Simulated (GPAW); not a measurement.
# Ba3SbP: optical spectrum from first principles, part 2 of 2

Wanted: where Ba3SbP starts to absorb, how strongly, and its refractive index.

GPAW 26.7.0; DFT, PBE, plane-wave PAW (GPAW data sets), scalar-relativistic, RPA, optical limit.

So far. Step 2 (Ground state): There is a gap, 0.31 eV on this mesh (points off the mesh can give less), so no carriers' term is needed.

## (4) Dielectric function, RPA

Transitions between filled and empty bands, summed over the zone, give the optical response, so mesh, band count and broadening shape it.

The induced potential is part of this response.

This step: DFT, PBE, plane-wave PAW (GPAW data sets), scalar-relativistic, RPA, optical limit (GPAW 26.7.0).

df.py

```python
from gpaw.response.df import DielectricFunction

df = DielectricFunction('full.gpw', frequencies={'type': 'nonlinear', 'domega0': 0.03, 'omega2': 8},
                        ecut=50,
                        eta=0.1,
                        nbands=97,
                        txt='df.txt')
for direction in ['x']:
    df.get_dielectric_function(xc='RPA', direction=direction, filename=f'df_{direction}.csv')
```

On the command line:

```console
OMP_NUM_THREADS=1 python df.py
```

What it wrote:

```text
Using integrator: PointIntegrator
NonLinearFrequencyDescriptor(from 0.000 to 49.845 eV, 465 points)
Nonperiodic BCs:  [False False False]
Using integrator: PointIntegrator
NonLinearFrequencyDescriptor(from 0.000 to 49.845 eV, 465 points)
Nonperiodic BCs:  [False False False]

Calculating chi0 body with:
    Ground state adapter containing:
    Number of spins: 1
    Number of kpoints: 64
    Number of irreducible kpoints: 10
    Number of completely occupied states: 25
    Number of partially occupied states: 25

    Linear response parametrization:
    q_c: [0.0, 0.0, 0.0]
    Number of frequency points: 465
    Planewave cutoff: 50.0
    Number of bands: 97
    Number of planewaves: 179
    Broadening (eta): 0.1

Integrating chi0 body.

Symmetries of q_c:
    Direct symmetries (Uq -> q): 48
    Indirect symmetries (TUq -> q): 0
In total 48 allowed symmetries.

10 groups of equivalent kpoints. 84.375% reduction.

Integral kind: spectral function

Calculating chi0 optical extensions with:
    Ground state adapter containing:
    Number of spins: 1
    Number of kpoints: 64
    Number of irreducible kpoints: 10
    Number of completely occupied states: 25
    Number of partially occupied states: 25

    Linear response parametrization:
    Number of frequency points: 465
    Planewave cutoff: 50.0
    Number of bands: 97
    Number of planewaves: 179
    Broadening (eta): 0.1
Integrating chi0 head and wings.

Symmetries of q_c:
    Direct symmetries (Uq -> q): 48
    Indirect symmetries (TUq -> q): 0
In total 48 allowed symmetries.

10 groups of equivalent kpoints. 84.375% reduction.

Integral kind: spectral function wings
```

Elapsed: 20 s, on 1 thread of Intel Xeon 6975P-C (Granite Rapids), shared host; peak memory 1 GiB.

This step gave:

| Property | Result |
| --- | --- |
| electronic dielectric constant ε∞, mean over x, y and z (by symmetry where fewer were run) | 38.16 |
| centre of weight of the strongest loss peak in the window | 10.02 eV |

Some rows of df_x.csv (energy; Re and Im without local fields; Re and Im with them):

```text
0.000000, 41.459333, 0.000000, 38.164717, 0.000000
0.460735, 9.990367, 19.699968, 7.009639, 18.593428
0.943989, 9.697875, 6.254862, 7.222346, 5.358789
1.451455, 7.925767, 10.366257, 6.260319, 8.091836
1.984998, 9.219448, 12.587234, 7.717437, 8.286386
2.546682, 3.389077, 11.953966, 4.570345, 8.737826
3.138794, -1.236872, 8.078235, 0.718725, 8.050345
3.763875, 1.284838, 4.913248, 1.163013, 4.234740
4.424758, -1.455223, 5.234958, -1.229749, 5.732992
5.124608, 0.457043, 6.395176, 0.574220, 5.959229
5.866977, -2.355210, 2.323329, -2.509719, 2.400294
6.655862, -0.773770, 1.263169, -0.905270, 1.184925
7.495775, 0.017381, 1.673569, 0.004570, 1.490349
8.391833, -0.567943, 2.192424, 0.399496, 2.319668
9.349861, 0.134566, 0.777422, -0.007169, 0.767177
10.376517, 0.432087, 0.609931, 0.230924, 0.416785
11.479449, 0.744208, 0.516797, 0.530768, 0.351133
12.667487, 1.064737, 0.315278, 0.804367, 0.364015
13.950874, 2.019216, 0.604748, 1.046457, 0.419844
```

The Im ε, E ∥ x has structure finer than the step of the table below, so its rows give means over 1 eV, whole bins alone (the curve runs from 0 to 15.0 eV). Peaks (eV: height): 0.3: 38.1, 1.2: 10.1, 2.1: 10.9.

Sum at mesh points, not converged in k; values under the direct gap are tails of Lorentzian lines. The Im ε, E ∥ x by photon energy; means over each step:

```csv
photon energy (eV),"Im ε, E ∥ x"
1,9.54
2,7.58
3,8.02
4,5.29
5,4.73
6,2.36
7,1.24
8,1.51
9,1.02
10,0.574
11,0.407
12,0.390
13,0.448
14,0.461
```

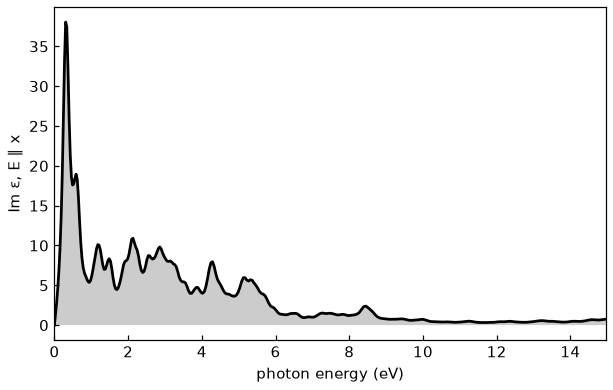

Im ε, E ∥ x against photon energy.

The reflectivity at normal incidence, E ∥ x has structure finer than the step of the table below, so its rows give means over 1 eV, whole bins alone (the curve runs from 0 to 15.0 eV). Peaks (eV: height): 0.3: 59.4, 1.2: 36.4, 2.1: 38.0, 3.3: 39.1, 4.4: 39.7, 6.1: 54.9, 8.8: 37.8.

Sum at mesh points, not converged in k. The reflectivity at normal incidence, E ∥ x by photon energy; means over each step:

```
photon energy (eV)  reflectivity at normal incidence, E ∥ x (%)
                 1                                         35.2
                 2                                         31.5
                 3                                         36.0
                 4                                         29.5
                 5                                         32.1
                 6                                         46.5
                 7                                         23.3
                 8                                         15.3
                 9                                         26.9
                10                                         14.5
                11                                         4.79
                12                                         1.87
                13                                         1.47
                14                                         1.29
```

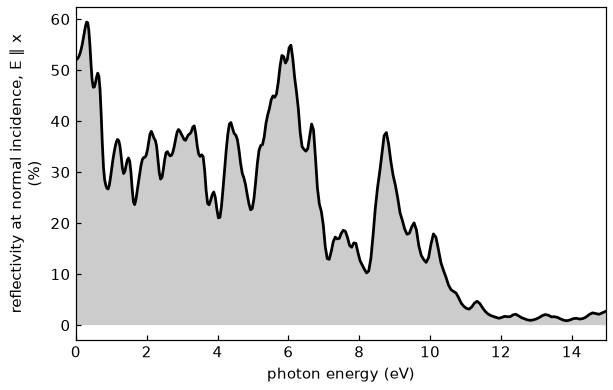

Reflectivity at normal incidence, E ∥ x, plotted against photon energy.

The loss function −Im 1/ε at q → 0, E ∥ x has structure finer than the step of the table below, so its rows give means over 1 eV, whole bins alone (the curve runs from 0 to 15.0 eV). Peaks (eV: height): 7.0: 1.00, 9.7: 1.64, 10.2: 2.08.

Sum at mesh points, not converged in k; values under the direct gap are tails of Lorentzian lines. The loss function −Im 1/ε at q → 0, E ∥ x by energy loss; means over each step:

```
energy loss (eV)  loss function −Im 1/ε at q → 0, E ∥ x
               1                                 0.0740
               2                                 0.0835
               3                                  0.120
               4                                  0.183
               5                                  0.209
               6                                  0.294
               7                                  0.740
               8                                  0.665
               9                                  0.987
              10                                   1.64
              11                                   1.06
              12                                  0.581
              13                                  0.462
              14                                  0.375
```

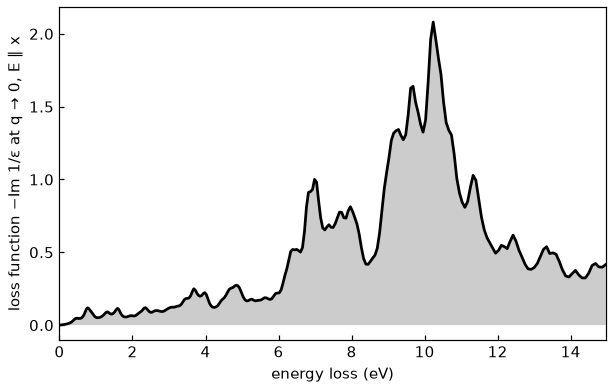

Loss function −Im 1/ε at q → 0, E ∥ x, plotted against energy loss.

The Im ε, E ∥ x has structure finer than the step of the table below, so its rows give means over 1 eV, whole bins alone (the curve runs from 0 to 15.0 eV). Peaks (eV: height): without local fields 0.3: 39.3, 1.2: 12.0, 2.1: 15.5; with local fields 0.3: 38.1, 1.2: 10.1, 2.1: 10.9.

Sum at mesh points, not converged in k; values under the direct gap are tails of Lorentzian lines. The Im ε, E ∥ x by photon energy; means over each step:

```
photon energy (eV)  without local fields  with local fields
                 1                  11.0               9.54
                 2                  10.4               7.58
                 3                  8.94               8.02
                 4                  5.51               5.29
                 5                  4.77               4.73
                 6                  2.31               2.36
                 7                  1.43               1.24
                 8                  1.76               1.51
                 9                 0.843               1.02
                10                 0.676              0.574
                11                 0.521              0.407
                12                 0.466              0.390
                13                 0.310              0.448
                14                 0.668              0.461
```

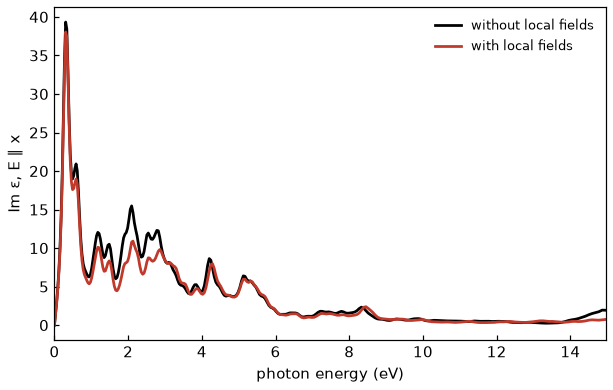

Im ε, E ∥ x against photon energy.

Optical constants at common wavelengths, from n + ik = √ε:

```
wavelength (nm)     n      k  R (%)    1/α
           1550  2.38  1.437   29.5  86 nm
            633  3.07  1.327   33.0  38 nm
            532  2.32  1.598   31.6  26 nm
            450  2.60  1.700   34.4  21 nm
            405  2.12  1.893   36.3  17 nm
            365  1.61  1.839   36.8  16 nm
            248  1.70  1.269   23.6  16 nm
```

Below the direct gap, k and the depth come from the tails of the Lorentzian lines, not from transitions.

Rows near the edge hang on the gap, which this functional as a rule makes too small, and phonon-assisted absorption is left out.

## (5) Summary of results

```json
{
 "electronic dielectric constant ε∞, mean over x, y and z (by symmetry where fewer were run) (RPA)": "38.2",
 "centre of weight of the strongest loss peak in the window, first axis": "10.0 eV"
}
```

In words: At this level (PBE, RPA) Ba3SbP has ε∞ = 38.2 and n = 2.38 at 1550 nm. On the mesh the gap is 0.31 eV and the least direct gap 0.31 eV. Local fields change the static value along x from 41.46 to 38.16 (-8 %). Excitons and phonon-assisted transitions are missing; PBE gaps are as a rule too small, which pulls the onset down and ε∞ up. Spin-orbit coupling is left out although heavy atoms are present. The sum runs over mesh points 0.26 Å⁻¹ apart with no interpolation, so peaks are partly noise of the mesh; over so small a direct gap single mesh points weigh heavily, so ε∞, n and their changes from run to run can be far off.

[Machine, clock and banner lines and Python warnings are left out of the logs.]

[Logs are printed without paths, hosts, clocks, repeated set-up lines and the standing remarks that a program may print on its own settings, such as how far it seeks lower states.]

[Hosts, paths, dates, database ids (printed as entryN), source tags and the programs' standing remarks are cut or masked in the printed files.]
